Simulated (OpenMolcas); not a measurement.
# W³⁺ among point charges: CASSCF levels and susceptibility

How does a field of 4 point charges split the states of W³⁺, and what χT follows?

Method: state-averaged CASSCF, spin-orbit coupling by RASSI with atomic mean-field integrals. Code: OpenMolcas 26.06.

1 further run of the same task is left out (it didn't finish).

## 1. Starting point

```
Species                           : W³⁺ (tungsten, Z = 74, 71 electrons)
Basis                             : ANO-RCC-VDZP [7s6p4d2f1g], 68 functions
Scalar Hamiltonian                : DKH2, point nucleus
Inactive shells                   : 1s 2s 2p 3s 3p 3d 4s 4p 4d 4f 5s 5p
Active space                      : 3 electrons in 5 orbitals (5d)
Some configurations of this space : 5d3
Orbitals                          : optimised for each spin and parity, averaged over all roots
```

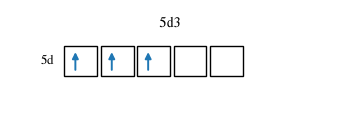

Occupation of the outer shells (arrows by Hund's rule).

The ion sits among 4 point charges of -2.5 e arranged as a tetrahedron (Td), 1.68 Å from the ion. The active orbitals were held to one l.

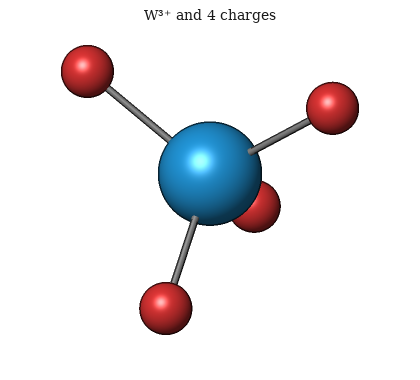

The ion and the point charges (red).

Each step is its own input file, run in one work folder so that later steps find the files of earlier ones. Labels, J, g values, rates, χT and fits are worked out afterwards by a script from the matrices that RASSI stores.

## 2. Basis and integrals

a.inp

```
&GATEWAY
Coord
1

W 0.0 0.0 0.0
Basis=ANO-RCC-VDZP
Group=NoSym
NoMove
AngMom=0.0 0.0 0.0
AMFI
XField
4 Angstrom 0
0.969948 0.969948 0.969948 -2.500000
0.969948 -0.969948 -0.969948 -2.500000
-0.969948 0.969948 -0.969948 -2.500000
-0.969948 -0.969948 0.969948 -2.500000
&SEWARD
```

Started as:

```console
$ OMP_NUM_THREADS=1 MOLCAS_MEM=1689 MOLCAS_PROJECT=a pymolcas a.inp > a.log
```

Standard output:

```text
Basis set label: W.ANO-RCC...7S6P4D2F1G.

      Electronic valence basis set:
      ------------------
      Associated Effective Charge  74.000000 au
      Associated Actual Charge     74.000000 au
      Nuclear Model: Point charge

      Shell  nPrim  nBasis  Cartesian Spherical Contaminant
         s      24       7        X
         p      21       6        X
         d      15       4                 X
         f      11       2                 X
         g       4       1                 X
                  Relativistic Douglas-Kroll-Hess integrals:
                    - DKH order of Hamiltonian: 2
                    - DKH order of Properties : 0
                  Atomic mean-field integrals
```

## 3. CASSCF: quartets, 10 roots

a.inp

```
&RASSCF
FileOrb=start.orb
Symmetry=1
Spin=4
nActEl=3 0 0
Inactive=34
Ras2=5
CIRoot=10 10 1
SDav=10
CIMx=300
Iter=120 100
PrWF=0.3
OrbListing=Nothing
MaxOrb=0
SupSym
1
20 10 11 12 13 14 19 20 21 22 23 35 36 37 38 39 48 49 50 51 52
>>> COPY $Project.JobIph JOB001
```

Started as:

```console
$ OMP_NUM_THREADS=1 MOLCAS_MEM=1689 MOLCAS_PROJECT=a pymolcas a.inp > a.log
```

start.orb holds the contracted functions of the basis, ordered by shell, or the orbitals of the step before.

Standard output, cut to the lines that bear on the results:

```text
[...]
      Number of active orbitals                  5
[...]
      Spin quantum number                      1.5
[...]
      Active orbitals                            5
[...]
      Number of CSFs                            10
      Number of root(s) required                10
[...]
      Convergence after  9 iterations
[...]
      Natural orbitals and occupation numbers for root  1
      sym 1:   1.000000   0.005464   0.005464   0.994536   0.994536
      Natural orbitals and occupation numbers for root  2
      sym 1:   0.000526   1.000000   0.999474   0.000526   0.999474
      Natural orbitals and occupation numbers for root  3
      sym 1:   0.996591   1.000000   0.003409   0.003409   0.996591
::    RASSCF root number  1 Total energy: -16135.31858218
::    RASSCF root number  2 Total energy: -16135.31858218
::    RASSCF root number  3 Total energy: -16135.31858218
[...]
::    RASSCF root number  7 Total energy: -16135.16894125
::    RASSCF root number  8 Total energy: -16135.16894125
::    RASSCF root number  9 Total energy: -16135.16894125
::    RASSCF root number 10 Total energy: -16135.08109324
```

## 4. CASSCF: doublets, 40 roots

a.inp

```
&RASSCF
FileOrb=start.orb
Symmetry=1
Spin=2
nActEl=3 0 0
Inactive=34
Ras2=5
CIRoot=40 40 1
SDav=40
CIMx=300
Iter=120 100
PrWF=0.3
OrbListing=Nothing
MaxOrb=0
SupSym
1
20 10 11 12 13 14 19 20 21 22 23 35 36 37 38 39 48 49 50 51 52
LevShft=1.5
>>> COPY $Project.JobIph JOB002
```

Standard output, cut to the lines that bear on the results:

```text
[...]
      Number of active orbitals                  5
[...]
      Spin quantum number                      0.5
[...]
      Active orbitals                            5
[...]
      Number of CSFs                            40
      Number of root(s) required                40
[...]
      Convergence after 10 iterations
[...]
      Natural orbitals and occupation numbers for root  1
      sym 1:   0.008524   0.999515   0.007083   0.002645   1.982232
      Natural orbitals and occupation numbers for root  2
      sym 1:   0.005085   1.982232   0.003644   0.009523   0.999515
      Natural orbitals and occupation numbers for root  3
      sym 1:   0.009229   0.998008   0.991231   0.002074   0.999458
::    RASSCF root number  1 Total energy: -16135.37879626
::    RASSCF root number  2 Total energy: -16135.37879626
::    RASSCF root number  3 Total energy: -16135.27067055
[...]
::    RASSCF root number 27 Total energy: -16135.11590279
::    RASSCF root number 28 Total energy: -16135.11590279
::    RASSCF root number 29 Total energy: -16135.11590279
::    RASSCF root number 30 Total energy: -16135.09786120
```

## 5. RASSI: spin-orbit coupling between the states

a.inp

```
&RASSI
NrOfJobIphs=2 10 40
1 2 3 4 5 6 7 8 9 10
1 2 3 4 5 6 7 8 9 10 11 12 13 14 15 16 17 18 19 20 21 22 23 24 25 26 27
28 29 30 31 32 33 34 35 36 37 38 39 40
IphNames
JOB001
JOB002
EJob
SpinOrbit
DIPRint=1.0
SOCoupling=1000.0
Subsets=2
Property=9
'ANGMOM' 1 'ANGMOM' 2 'ANGMOM' 3 'MLTPL  1' 1 'MLTPL  1' 2 'MLTPL  1' 3
'AMFI' 1 'AMFI' 2 'AMFI' 3
SOProperty=3
'ANGMOM' 1 'ANGMOM' 2 'ANGMOM' 3
```

Standard output, cut to the lines that bear on the results:

```text
SPIN-FREE ENERGIES:
  (Shifted by EMIN (a.u.) =     -16135.3787962555)
 SF State       Relative EMIN(au)   Rel lowest level(eV)    D:o, cm**(-1)      L_eff
    11             0.0000000000        0.0000000000              0.0000         3.8
    12             0.0000000000        0.0000000000              0.0000         3.8
     3             0.0602140733        1.6385084074          13215.4616         2.8
     1             0.0602140733        1.6385084074          13215.4616         2.8
     2             0.0602140733        1.6385084074          13215.4616         2.8
    13             0.1081257086        2.9422504212          23730.8500         4.5
    14             0.1081257086        2.9422504212          23730.8500         4.5
    15             0.1081257086        2.9422504212          23730.8500         4.5
    16             0.1081513887        2.9429492114          23736.4862         3.7
    17             0.1081513887        2.9429492114          23736.4862         3.7
[...]
Eigenvalues of complex Hamiltonian:
   -----------------------------------
  (Shifted by EMIN (a.u.) =     -16135.3787962555)
 SO State       Relative EMIN(au)   Rel lowest level(eV)    D:o, cm**(-1)     J-value
     1            -0.0053201149        0.0000000007              0.0000         3.3
     2            -0.0053201149        0.0000000007              0.0000         3.3
     3            -0.0053201149        0.0000000000              0.0000         2.7
     4            -0.0053201149        0.0000000000              0.0000         2.7
     5             0.0516695529        1.5507678631          12507.7863         2.2
     6             0.0516695529        1.5507678631          12507.7863         2.2
     7             0.0530910484        1.5894487248          12819.7685         2.1
     8             0.0530910484        1.5894487255          12819.7685         2.2
     9             0.0530910484        1.5894487248          12819.7685         2.1
    10             0.0530910484        1.5894487255          12819.7685         2.2
    11             0.0622070318        1.8375072700          14820.4956         2.5
[...]
```

These steps: 51 s of run time, 1 thread of Arm Neoverse V1, shared host.

States without spin-orbit coupling:

```tsv
state	degeneracy	E (cm-1)	free-ion L (%)
2E	2	0	G (40)
4T1	3	13215	F (89)
2T1	3	23731	H (55)
2T2	3	23736	G (50)
2T1	3	27844	P (55)
2T2	3	37520	D (34)
4T2	3	37841	F (100)
4T1	3	46058	P (89)
2A1	1	48923	G (100)
2T1	3	51176	H (63)
2T2	3	51883	G (41)
2E	2	52890	H (51)
2T1	3	56266	F (56)
2T2	3	57698	D (40)
2A2	1	61658	F (100)
4A2	1	65338	F (100)
2E	2	69296	D (56)
2T1	3	80287	H (31)
2E	2	83517	D (65)
2T2	3	92165	D (62)
```

With spin-orbit coupling:

| E (cm-1) | Degeneracy | Label | 2S+1 | g |
| --- | --- | --- | --- | --- |
| 0.0 | 4 | Γ8 | 2 |  |
| 12508 | 2 | Γ7 | 4 | 1.36 1.36 1.36 |
| 12820 | 4 | Γ8 | 4 |  |
| 14820 | 4 | Γ8 | 4 |  |
| 16548 | 2 | Γ6 | 4 | 3.85 3.85 3.85 |
| 23550 | 2 | Γ6 | 2 | 0.60 0.60 0.60 |
| 23588 | 4 | Γ8 | 2 |  |
| 23624 | 2 | Γ7 | 2 | 0.50 0.50 0.50 |
| 25662 | 4 | Γ8 | 2 |  |
| 27333 | 2 | Γ6 | 2 | 0.27 0.27 0.27 |
| 29473 | 4 | Γ8 | 2 |  |
| 37491 | 4 | Γ8 | 2 |  |
| 38015 | 2 | Γ7 | 4 | 3.01 3.01 3.01 |
| 38964 | 4 | Γ8 | 4 |  |
| 39504 | 4 | Γ8 | 4 |  |
| 39684 | 2 | Γ7 | 2 | 1.90 1.90 1.90 |
| 39728 | 2 | Γ6 | 4 | 2.25 2.25 2.25 |
| 45583 | 2 | Γ6 | 4 | 2.79 2.79 2.79 |
| 46841 | 4 | Γ8 | 4 |  |
| 48215 | 4 | Γ8 | 4 |  |
| 48489 | 2 | Γ7 | 4 | 2.43 2.43 2.43 |
| 50073 | 2 | Γ6 | 2 | 2.08 2.08 2.08 |
| 51741 | 2 | Γ6 | 2 | 1.77 1.77 1.77 |
| 51974 | 4 | Γ8 | 2 |  |

Principal g values are given for doublets only; a zero marks a field direction without first-order Zeeman splitting.

Powder χT (cm³ K/mol): 0.27 at 2 K, 0.27 at 5 K, 0.27 at 10 K, 0.27 at 20 K, 0.28 at 50 K, 0.29 at 100 K, 0.29 at 150 K, 0.30 at 200 K, 0.30 at 250 K, 0.31 at 300 K.

A ligand-field fit to the states below 45000 cm-1 gives 10Dq = -25662 cm-1, B = 596 cm-1 and C = 2472 cm-1 (C/B = 4.15), with a deviation of 213 cm-1.

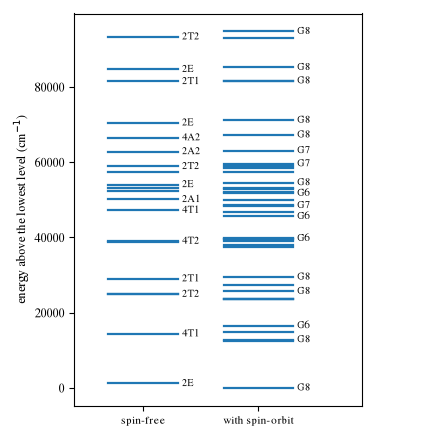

The states in the field without (left) and with (right) spin-orbit coupling.

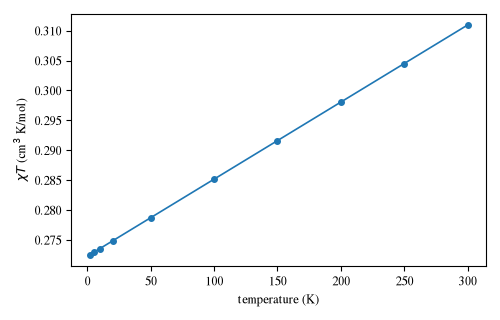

χT against temperature.

Orbitals of the lowest block (energies include the constant potential of the surroundings):

```tsv
shell	space	energy (hartree)	mean occupation	⟨r²⟩ (bohr²)
1s	inactive	-2561.6657	2.000	0.000431
2s	inactive	-446.0116	2.000	0.00704
2p	inactive	-391.3512	6.000	0.00582
3s	inactive	-103.5135	2.000	0.0460
3p	inactive	-86.9248	6.000	0.0466
3d	inactive	-67.0508	10.000	0.0390
4s	inactive	-21.0031	2.000	0.229
4p	inactive	-15.4329	6.000	0.259
4d	inactive	-8.0819	10.000	0.304
4f	inactive	0.1000	14.000	0.444
5s	inactive	-1.4754	2.000	1.31
5p	inactive	0.0455	6.000	1.73
5d	RAS2		3.000	4.92
```

## 6. What came out

| quantity | value |
| --- | --- |
| method | CASSCF |
| spin-free ground state | 2E, 2-fold in its orbital part |
| first state of the same spin within the active space | 2T1 at 23700 cm⁻¹ |
| lowest level | 4-fold Γ8 |
| next level | 12507.8 cm⁻¹ |
| χT at 300 K | 0.31 cm³ K/mol |
| effective moment at 300 K | 1.58 μB |

In words: The spin-free ground state (2E) comes to 40 % from free-ion G terms and has less than the highest spin computed. χT at 300 K is 0.31, against 0.38 cm³ K/mol for the spin alone, so orbital moment lowers it. A ligand-field fit to the states below 45000 cm-1 gives 10Dq = -25662 cm-1, B = 596 cm-1 and C = 2472 cm-1 (C/B = 4.15), with a deviation of 213 cm-1. An orbital doublet at a regular site is open to a Jahn-Teller distortion, which this geometry leaves out. The field of point charges can differ much from that of real complexes. This is an electrostatic model: the charges have no orbitals.
